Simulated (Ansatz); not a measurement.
## Run report: TaHCl₂O₂, single-point calculation

System: TaHCl₂O₂, SMILES [O]=[Ta]([OH])([Cl])[Cl].
Method: RKS r2SCAN/x2c-TZVPPall (Ansatz 0.2.0).

Some settings of this run were made unusual or wrong on purpose. The geometry comes from this level: PBE0-D4/def2-TZVP. Figures and captions count atoms from 1; the log counts them from 0 in places.

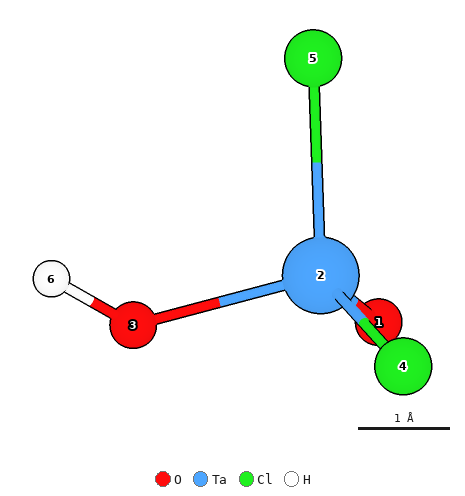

Fig. 1: The structure as given in the input (ball-and-stick view, seen at a tilt; atoms are numbered from 1 in the order of the input). Sticks mark near contacts.

### Outcome

| quantity | value |
| --- | --- |
| outcome | converged |
| total energy | −455276.3071 eV |
| SCF solution under orbital rotations | stable |
| largest force (length of the vector) | 249.717 eV/Å |
| dipole moment | 26.96 D |
| hardware | 4 threads of Arm Neoverse V2, 23 GiB of memory available, shared host |
| wall time | 79 s (CPU time 4.7 min) |
| peak memory | 1 GiB |

### Diagnosis

The input was spoiled on purpose: grid. The program still converged, but the numbers can't be taken as results for the intended system.

### Input
```yaml
crystal:
  periodic: [false, false, false]
  atoms:
    - {symbol: O, position_ang: [-2.141125, -0.547438, 0.414650]}
    - {symbol: Ta, position_ang: [-0.682134, 0.033382, -0.238571]}
    - {symbol: O, position_ang: [0.859086, -0.990672, 0.852425]}
    - {symbol: Cl, position_ang: [-0.470748, -0.454899, -2.330934]}
    - {symbol: Cl, position_ang: [-0.233142, 2.360544, 0.242355]}
    - {symbol: H, position_ang: [1.946124, -0.624834, 1.087295]}
basis:
  gaussian: {orbitals: x2c-TZVPPall, final_grid: {core_spheres: 1, valence_spheres: 1, degree: 1}}
hamiltonian: {xc: {name: r2SCAN}}
output: {forces: true}
```

Run as:
```bash
ansatz run in.yaml --threads 4 --pin off --events-out ev --progress --plain --max-ram 10444MiB
```

### What the program printed
```
Functional definition: r2SCAN
  name "r2SCAN"
  cite "Furness, Kaplan, Ning, Perdew & Sun, J. Phys. Chem. Lett. 11, 8208 (2020) doi:10.1021/acs.jpclett.0c02405"
  cite "Furness, Kaplan, Ning, Perdew & Sun, J. Phys. Chem. Lett. 11, 9248 (2020) doi:10.1021/acs.jpclett.0c03077"
  parent r2scan
  parameter k0 = 0.174
  parameter k1 = 0.065
  parameter a1 = 4.9479
  exchange = r2scan_x(k0 = k0, k1 = k1, a1 = a1)
  correlation = r2scan_c
1777 factors; their error is unknown
mean field evaluation 1: about -453920.3419 eV, gradient 1.0e2 eV
mean field evaluation 2: about -453564.3320 eV, gradient 3.8e2 eV
mean field evaluation 4: about -453933.5066 eV, gradient 3.9e1 eV
mean field evaluation 8: about -453936.6695 eV, gradient 8.2e-1 eV
mean field evaluation 16: about -454728.1503 eV, gradient 4.3e2 eV
mean field evaluation 32: about -455276.8962 eV, gradient 1.0e-1 eV
mean field evaluation 64: about -455109.3748 eV, gradient 2.6e2 eV
mean field evaluation 96: about -455225.7879 eV, gradient 1.6e2 eV
a density is far from that of the atoms, so the factors are made again for it
2389 factors; integrals over basis functions are off by at most 2.0e-4 eV
mean field evaluation 128: about -455276.3058 eV, gradient 3.7e-1 eV
mean field -455276.30706003 eV, -16731.0956870916 hartree, gradient 3.5e-5 eV, S^2 0.000000; 0 other end points of the search recorded, 0 dependent functions left out
the calculation of the forces begins
reference -455276.30708745 eV, -16731.0956880992 hartree; 62, 62 occupied and 195, 195 virtual orbitals, 2389 factors
Total energy: -455276.30708745 eV, -16731.0956880992 hartree
Relativity: scalar
Atom 0 at    -2.141125    -0.547438     0.414650 Å, force     8.336239    36.340278    14.051098 eV/Å
Atom 1 at    -0.682134     0.033382    -0.238571 Å, force   131.268586   210.581843   -27.972632 eV/Å
Atom 2 at     0.859086    -0.990672     0.852425 Å, force   -45.811280    13.085263   -36.953316 eV/Å
Atom 3 at    -0.470748    -0.454899    -2.330934 Å, force   -14.680930   -74.945166    12.633443 eV/Å
Atom 4 at    -0.233142     2.360544     0.242355 Å, force   -77.009190  -186.529739    36.418900 eV/Å
Atom 5 at     1.946124    -0.624834     1.087295 Å, force    -2.103425     1.467521     1.822508 eV/Å
Dipole moment:     0.345840    -3.890400     4.031083 e Å
```
